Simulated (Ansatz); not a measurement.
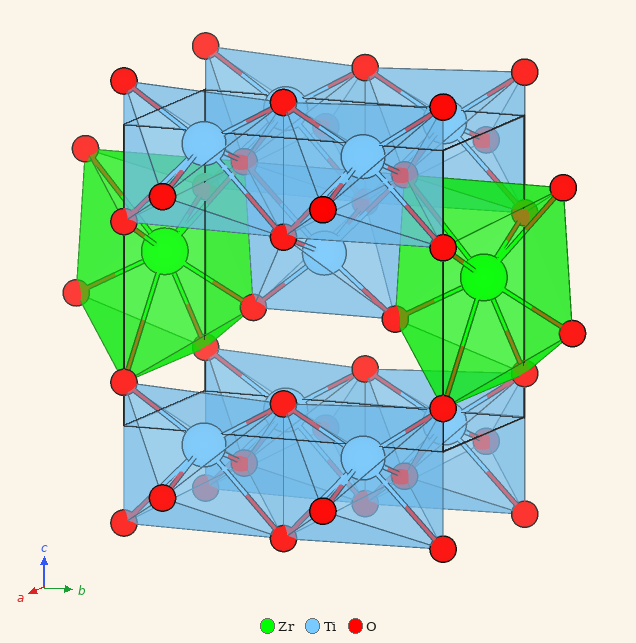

Polyhedral drawing of the structure, looking slightly off an axis. Lines trace the edges of the conventional unit cell. A few atoms beyond the faces are included.

ZrTi$_{3}$O$_{8}$, space group Pmm2 (No. 25), a = 3.703 Å, b = 6.336 Å, c = 5.582 Å, α = 90.00°, β = 90.00°, γ = 90.00°. The structure was taken from a structure type filled with these elements by a generator (whether the compound takes this form wasn't checked). Earlier steps of the study, as a rule a relaxation of our own, may have changed the cell and positions, so they can lie some per cent off the listed ones. An electronic-structure calculation with Ansatz was run on it.

This one geometry was computed with Ansatz (DFT, plane waves, PAW) at five levels of theory: PBE with spin-orbit coupling, HSE06, r2SCAN, PBE0 and PBE. It was relaxed beforehand with r2SCAN.

Which level gives the highest pressure at this volume, and what does that say about its equilibrium volume?

Answer. Highest: PBE with spin-orbit coupling (4.7 GPa) and PBE (4.7 GPa), which points to the largest equilibrium volume. Lowest, with the smallest volume: HSE06 (-2.5 GPa) and PBE0 (-2.6 GPa). Levels within 0.5 GPa of each other can't be told apart.

How does the band gap change with the level of theory?

Answer. PBE with spin-orbit coupling: a gap of 2.81 eV, indirect; PBE: a gap of 2.81 eV, indirect; r2SCAN: a gap of 3.19 eV, indirect; HSE06: a gap of 4.35 eV, indirect; PBE0: a gap of 5.11 eV, indirect.

Collect the results in a table.

Answer.
| level | cutoff (eV) | k-mesh of the run's cell | gap (eV) | pressure (GPa) |
| --- | --- | --- | --- | --- |
| PBE with spin-orbit coupling | 420 | 8×4×6 | 2.81 | 4.7 |
| HSE06 | 420 | 4×2×4 | 4.35 | -2.5 |
| r2SCAN | 500 | 8×4×6 | 3.19 | 0.0 |
| PBE0 | 420 | 4×2×4 | 5.11 | -2.6 |
| PBE | 420 | 8×4×6 | 2.81 | 4.7 |

Gaps are taken on the k-mesh or band path of each run.
